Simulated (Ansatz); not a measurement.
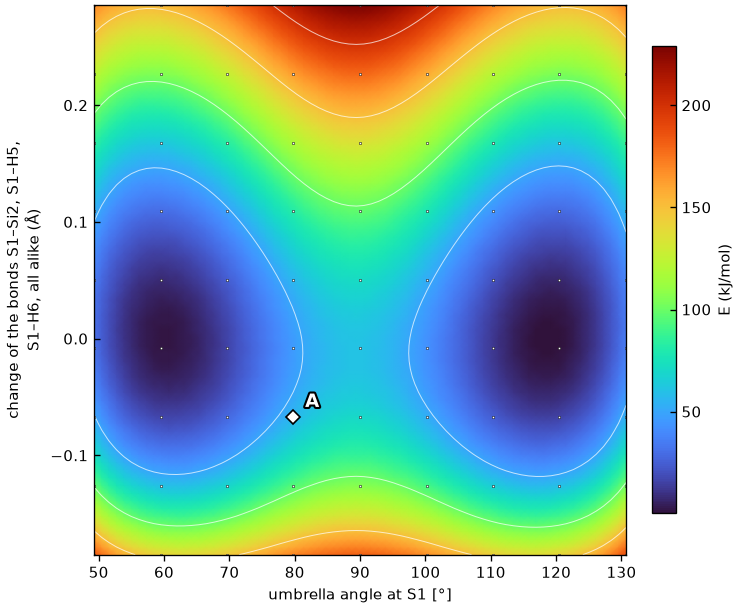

BH₄OSSi, SMILES [SH2+][SiH]1BO1, charge +1. 
- Coordinates scanned: (1) umbrella angle at S1 (between each of its bonds and their common axis; 90 is planar); (2) change of the bonds S1–Si2, S1–H5, S1–H6, all alike.
- Nothing is relaxed (all other coordinates rigid).
- The grid has 9 × 9 points.
- Points are written as (first, second).
- Energies: kJ/mol, counted from the relaxed molecule at the same level.
- Method: RKS r2SCAN0-D4/def2-SVP (Ansatz 0.2.0).

Drawn: a smooth colour map with a few white contour lines, dots at the grid points, the point A. Between grid points the surface is interpolated.

Question: Is A at rest? If not, where is it pushed?

Answer: A, at (79.8°, −0.067 Å), is not a stationary point. The computed force is 2.5 kJ/mol for each degree towards smaller values of the first coordinate and 390 kJ/mol for each Å towards larger values of the second coordinate.
